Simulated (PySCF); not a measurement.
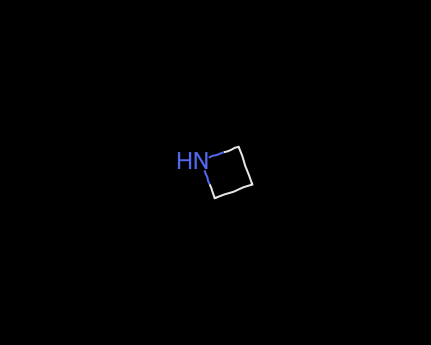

Question: Give its SMILES.

Answer: C1CNC1

Question: Give the formula, hydrogens included.

Answer: C3H7N.

Question: An optimisation with PBE0-D3(BJ)/def2-SVP gave a structure of which point group?

Answer: Cs.

More results for the same structure follow; atom numbers are the same in all pictures, views and colours differ. Computed geometry: PBE0-D3(BJ)/def2-SVP optimisation. No frequency run is at hand to confirm it as a minimum.

Shape

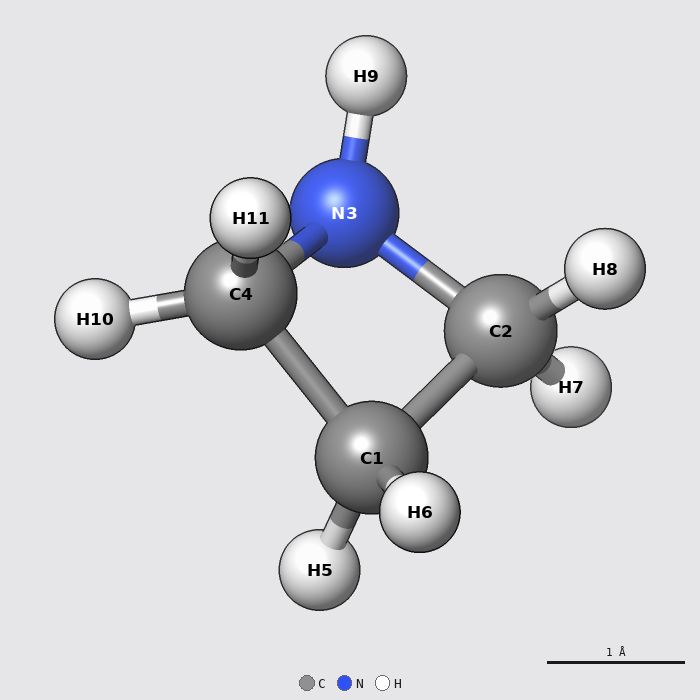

Atoms carry their numbers in the input. No frequency run is at hand to confirm it as a minimum.

Which atoms are bonded, and how long are the bonds?

```csv
bond,length (Å),order
C1–C2,1.538,single
C1–C4,1.538,single
C1–H5,1.099,single
C1–H6,1.098,single
C2–N3,1.464,single
C2–H7,1.104,single
C2–H8,1.109,single
N3–C4,1.464,single
N3–H9,1.017,single
C4–H10,1.104,single
C4–H11,1.109,single
```

Excitation

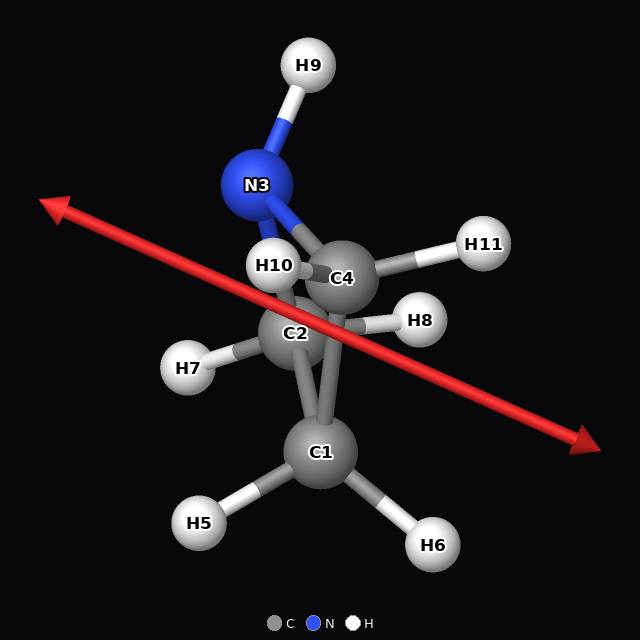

The double arrow shows the direction of the transition dipole to excited singlet state 4 (its length means nothing). No frequency run is at hand to confirm it as a minimum. Method: TDDFT CAM-B3LYP/def2-SVPD, vertical, IEF-PCM chloroform (non-equilibrium linear response), core orbitals frozen in the response (PySCF 2.14.0).

Question: Give its energy, strength and character.

Answer: 7.56 eV (164 nm), oscillator strength 0.060, mainly HOMO → LUMO+3 (weight 0.94); transition dipole 1.45 D.

NMR shielding

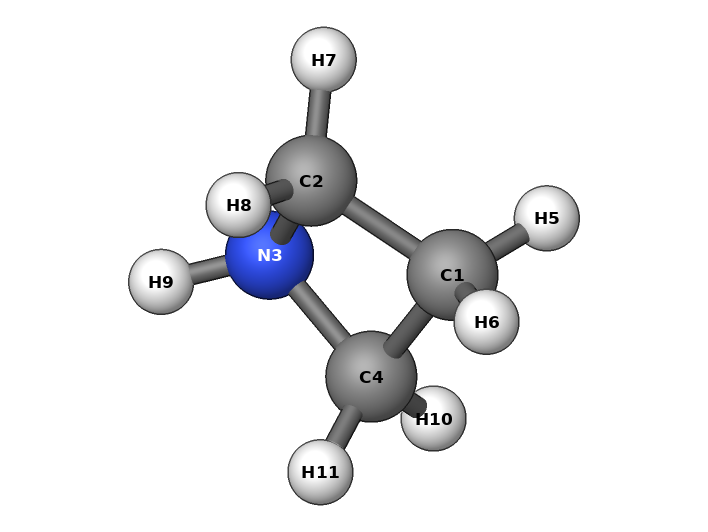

No frequency run is at hand to confirm it as a minimum. Level of theory: GIAO PBE0/pcSseg-1 NMR shielding, non-relativistic, IEF-PCM dichloromethane (PySCF 2.14.0). Principal shieldings σ11 ≤ σ22 ≤ σ33, span Ω = σ33 − σ11, skew κ = 3(σiso − σ22)/Ω.

Give the shielding tensors of the N atoms.

```
atom    σ11    σ22    σ33   σiso     Ω      κ
  N3  178.7  248.6  269.1  232.1  90.3  −0.55
```

Shieldings and span in ppm.

Levels of theory compared

No frequency run is at hand to confirm it as a minimum. Program: PySCF 2.14.0.

Compare HOMO energy (eV) at these levels: BHandHLYP/aug-pcX-1 (pcseg-1 on H); CAM-B3LYP/def2-SVPD; CAM-B3LYP/def2-SVPD in chloroform (IEF-PCM); CAM-B3LYP/def2-SVPD in dichloromethane (IEF-PCM); PBE0/pcSseg-1 in chloroform (IEF-PCM); PBE0/pcSseg-1 in dichloromethane (IEF-PCM).

```tsv
level	HOMO energy (eV)
BHandHLYP/aug-pcX-1 (pcseg-1 on H)	−7.87
CAM-B3LYP/def2-SVPD	−7.90
CAM-B3LYP/def2-SVPD in chloroform (IEF-PCM)	−7.94
CAM-B3LYP/def2-SVPD in dichloromethane (IEF-PCM)	−7.96
PBE0/pcSseg-1 in chloroform (IEF-PCM)	−6.42
PBE0/pcSseg-1 in dichloromethane (IEF-PCM)	−6.44
```
